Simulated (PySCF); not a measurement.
# CH2F2 (difluoromethane) at FCI/STO-3G (functionals set, moving atoms (1, 2, 3, 5))

Aim: an energy scan of CH2F2 (difluoromethane). 

The results are computed with PySCF 2.14.0.

### 1 The system as given

The species is CH2F2 (5 atoms), meant as a singlet with charge 0. SMILES: `FCF`. The shape is that of a PBE0-D4/def2-TZVP optimisation.

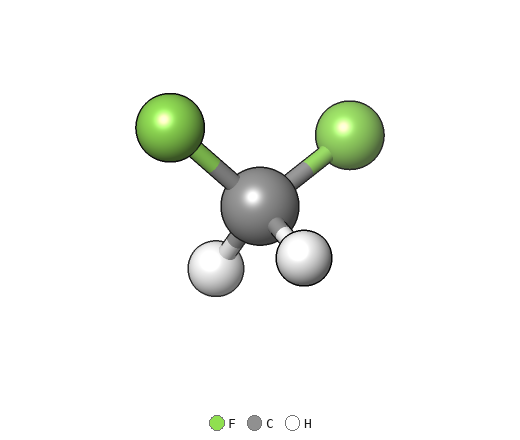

The structure, seen from a chosen angle (fluorine green, carbon grey, hydrogen white).

### 2 An energy scan at FCI/STO-3G (functionals set, moving atoms (1, 2, 3, 5))

The input, stretch.py:

```python
import numpy as np
from pyscf import cc, dft, gto, mcscf, mp, scf

symbols = ["F", "C", "F", "H", "H"]
xyz = np.array([
    [-1.073300, 0.191200, 0.698300],
    [0.010100, -0.016900, -0.082300],
    [1.090500, -0.179200, 0.713200],
    [-0.142700, -0.932900, -0.659500],
    [0.165300, 0.864200, -0.711100],
])
i, j, moving = 3, 1, [0, 1, 2, 4]
u = (xyz[j] - xyz[i]) / np.linalg.norm(xyz[j] - xyz[i])
r0 = np.linalg.norm(xyz[j] - xyz[i])
functionals = {"TPSSh": "tpssh", "B3LYP": "b3lyp", "M06-L": "m06l"}

def stable(mf, dm=None):
    for _ in range(4):
        mf.kernel(dm)
        if not mf.converged:
            mf = mf.newton().run(mf.mo_coeff, mf.mo_occ).undo_soscf()
        mo, _, ok, _ = mf.stability(return_status=True)
        if ok:
            break
        dm = mf.make_rdm1(mo, mf.mo_occ)
    return mf

def value(obj):
    return obj.e_tot if obj.converged else float("nan")

def exact(mf):
    ci = mcscf.CASCI(mf, 14, (10, 10))
    ci.fix_spin_(ss=0)
    ci.fcisolver.max_cycle = 200
    return ci.kernel()[0], 0.0

cols = ["RHF", "UHF", "MP2", "CCSD", "CCSD(T)", "UMP2", "UCCSD", "UCCSD(T)", "TPSSh", "B3LYP", "M06-L", "FCI"]
rows, s2, dw = [], [], []
dm_r = None
distances = [0.8201, 0.8747, 0.9294, 1.0387, 1.0934, 1.5308, 1.6401, 1.7495, 1.9682, 3.827]
for r in distances:
    x = xyz.copy()
    x[moving] += (r - r0) * u
    mol = gto.M(atom=list(zip(symbols, x)), basis="sto-3g", charge=0, spin=0, verbose=0)
    rhf = scf.RHF(mol).set(conv_tol=1e-10, max_cycle=200)
    rhf.kernel(dm_r)
    if not rhf.converged:
        rhf = rhf.newton().run(rhf.mo_coeff, rhf.mo_occ)
    dm_r = rhf.make_rdm1()
    uhf = stable(scf.UHF(mol).set(conv_tol=1e-9, max_cycle=200))
    e = [value(rhf), value(uhf)]
    for ref in (rhf, uhf):
        c = cc.CCSD(ref, frozen=3).set(max_cycle=120).run()
        e += [mp.MP2(ref, frozen=3).run().e_tot, value(c), c.e_tot + c.ccsd_t() if c.converged else float("nan")]
    for xc in functionals.values():
        e.append(value(stable(dft.UKS(mol, xc=xc).set(conv_tol=1e-8, max_cycle=80), uhf.make_rdm1())))
    e_ref, w = exact(rhf)
    rows.append(e + [e_ref])
    s2.append(uhf.spin_square()[0])
    dw.append(w)
    print(f"r = {r:.4f} A  " + "  ".join(f"{k} {v:.6f}" for k, v in zip(cols, rows[-1])) + f"  <S^2>(UHF) {s2[-1]:.3f}", flush=True)
rows = np.array(rows)
print("\nenergies relative to r = 1.0934 A, kJ/mol")
print("r/A    " + "".join(f"{k:>10s}" for k in cols))
for r, row in zip(distances, rows):
    print(f"{r:<7.3f}" + "".join(f"{v:10.2f}" for v in (row - rows[4]) * 2625.49964))
```

Command:

```console
python stretch.py
```

Standard output:

```text
r = 0.8201 A  RHF -234.511941  UHF -234.511941  MP2 -234.586421  CCSD -234.610837  CCSD(T) -234.612631  UMP2 -234.586421  UCCSD -234.610837  UCCSD(T) -234.612631  TPSSh -235.501708  B3LYP -235.454360  M06-L -235.454645  FCI -234.613150  <S^2>(UHF) 0.000
r = 0.8747 A  RHF -234.558137  UHF -234.558137  MP2 -234.633556  CCSD -234.658153  CCSD(T) -234.659986  UMP2 -234.633556  UCCSD -234.658153  UCCSD(T) -234.659986  TPSSh -235.547689  B3LYP -235.500272  M06-L -235.500652  FCI -234.660510  <S^2>(UHF) 0.000
r = 0.9294 A  RHF -234.589379  UHF -234.589379  MP2 -234.665863  CCSD -234.690723  CCSD(T) -234.692603  UMP2 -234.665864  UCCSD -234.690723  UCCSD(T) -234.692603  TPSSh -235.579165  B3LYP -235.531671  M06-L -235.532206  FCI -234.693135  <S^2>(UHF) 0.000
r = 1.0387 A  RHF -234.620226  UHF -234.620226  MP2 -234.699243  CCSD -234.724892  CCSD(T) -234.726896  UMP2 -234.699243  UCCSD -234.724892  UCCSD(T) -234.726896  TPSSh -235.611929  B3LYP -235.564254  M06-L -235.565233  FCI -234.727455  <S^2>(UHF) 0.000
r = 1.0934 A  RHF -234.624601  UHF -234.624601  MP2 -234.705102  CCSD -234.731291  CCSD(T) -234.733377  UMP2 -234.705102  UCCSD -234.731291  UCCSD(T) -234.733377  TPSSh -235.618012  B3LYP -235.570236  M06-L -235.571449  FCI -234.733956  <S^2>(UHF) 0.000
r = 1.5308 A  RHF -234.547521  UHF -234.547521  MP2 -234.645726  CCSD -234.680625  CCSD(T) -234.684097  UMP2 -234.645726  UCCSD -234.680625  UCCSD(T) -234.684097  TPSSh -235.570051  B3LYP -235.521234  M06-L -235.523838  FCI -234.685054  <S^2>(UHF) 0.000
r = 1.6401 A  RHF -234.517167  UHF -234.519669  MP2 -234.621479  CCSD -234.659951  CCSD(T) -234.664064  UMP2 -234.611344  UCCSD -234.659654  UCCSD(T) -234.663863  TPSSh -235.549788  B3LYP -235.500589  M06-L -235.504248  FCI -234.665181  <S^2>(UHF) 0.216
r = 1.7495 A  RHF -234.486526  UHF -234.500938  MP2 -234.597629  CCSD -234.640227  CCSD(T) -234.645139  UMP2 -234.584557  UCCSD -234.639392  UCCSD(T) -234.644486  TPSSh -235.529585  B3LYP -235.479981  M06-L -235.484818  FCI -234.646427  <S^2>(UHF) 0.470
r = 1.9682 A  RHF -234.427867  UHF -234.480761  MP2 -234.554559  CCSD -234.606660  CCSD(T) -234.613676  UMP2 -234.558198  UCCSD -234.605058  UCCSD(T) -234.611765  TPSSh -235.492577  B3LYP -235.441967  M06-L -235.448243  FCI -234.615230  <S^2>(UHF) 0.758
r = 3.8270 A  RHF -234.201229  UHF -234.464659  MP2 -234.535191  CCSD -234.546952  CCSD(T) -234.575812  UMP2 -234.539145  UCCSD -234.562731  UCCSD(T) -234.566221  TPSSh -235.443344  B3LYP -235.392985  M06-L -235.397773  FCI -234.567349  <S^2>(UHF) 1.005

energies relative to r = 1.0934 A, kJ/mol
r/A           RHF       UHF       MP2      CCSD   CCSD(T)      UMP2     UCCSD  UCCSD(T)     TPSSh     B3LYP     M06-L       FCI
0.820      295.79    295.79    311.60    316.25    317.02    311.60    316.25    317.02    305.36    304.23    306.67    317.18
0.875      174.50    174.50    187.84    192.02    192.69    187.84    192.02    192.69    184.63    183.69    185.88    192.83
0.929       92.48     92.48    103.02    106.51    107.05    103.02    106.51    107.05    101.99    101.25    103.03    107.17
1.039       11.49     11.49     15.38     16.80     17.01     15.38     16.80     17.01     15.97     15.71     16.32     17.07
1.093        0.00      0.00      0.00      0.00      0.00      0.00      0.00      0.00      0.00      0.00      0.00      0.00
1.531      202.37    202.37    155.89    133.02    129.38    155.89    133.02    129.38    125.92    128.66    125.00    128.39
1.640      282.07    275.50    219.55    187.30    181.98    246.16    188.08    182.51    179.12    182.86    176.44    180.57
1.750      362.52    324.68    282.17    239.09    231.67    316.49    241.28    233.38    232.16    236.97    227.45    229.81
1.968      516.52    377.65    395.25    327.22    314.28    385.70    331.43    319.29    329.33    336.77    323.48    311.71
3.827     1111.56    419.93    446.10    483.98    413.69    435.72    442.56    438.87    458.59    465.37    455.98    437.43
```

It took 5 min on 1 thread of Intel Xeon 6975P-C (Granite Rapids), shared host; peak memory 0.34 GiB.

Energies in eV from each method's first point:

| distance (Å) | RHF | UHF | MP2 | CCSD | CCSD(T) | UMP2 | UCCSD | UCCSD(T) | TPSSh | B3LYP | M06-L | FCI |
| --- | --- | --- | --- | --- | --- | --- | --- | --- | --- | --- | --- | --- |
| 0.820 | 0.00 | 0.00 | 0.00 | 0.00 | 0.00 | 0.00 | 0.00 | 0.00 | 0.00 | 0.00 | 0.00 | 0.00 |
| 0.875 | -1.26 | -1.26 | -1.28 | -1.29 | -1.29 | -1.28 | -1.29 | -1.29 | -1.25 | -1.25 | -1.25 | -1.29 |
| 0.929 | -2.11 | -2.11 | -2.16 | -2.17 | -2.18 | -2.16 | -2.17 | -2.18 | -2.11 | -2.10 | -2.11 | -2.18 |
| 1.039 | -2.95 | -2.95 | -3.07 | -3.10 | -3.11 | -3.07 | -3.10 | -3.11 | -3.00 | -2.99 | -3.01 | -3.11 |
| 1.093 | -3.07 | -3.07 | -3.23 | -3.28 | -3.29 | -3.23 | -3.28 | -3.29 | -3.16 | -3.15 | -3.18 | -3.29 |
| 1.531 | -0.97 | -0.97 | -1.61 | -1.90 | -1.94 | -1.61 | -1.90 | -1.94 | -1.86 | -1.82 | -1.88 | -1.96 |
| 1.640 | -0.14 | -0.21 | -0.95 | -1.34 | -1.40 | -0.68 | -1.33 | -1.39 | -1.31 | -1.26 | -1.35 | -1.42 |
| 1.750 | 0.69 | 0.30 | -0.30 | -0.80 | -0.88 | 0.05 | -0.78 | -0.87 | -0.76 | -0.70 | -0.82 | -0.91 |
| 1.968 | 2.29 | 0.85 | 0.87 | 0.11 | -0.03 | 0.77 | 0.16 | 0.02 | 0.25 | 0.34 | 0.17 | -0.06 |
| 3.827 | 8.45 | 1.29 | 1.39 | 1.74 | 1.00 | 1.29 | 1.31 | 1.26 | 1.59 | 1.67 | 1.55 | 1.25 |

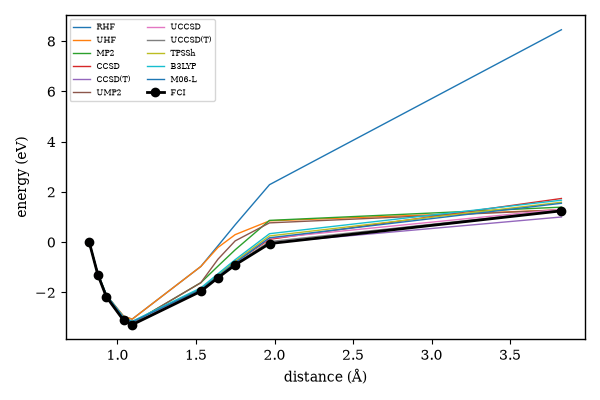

The curves of all methods.
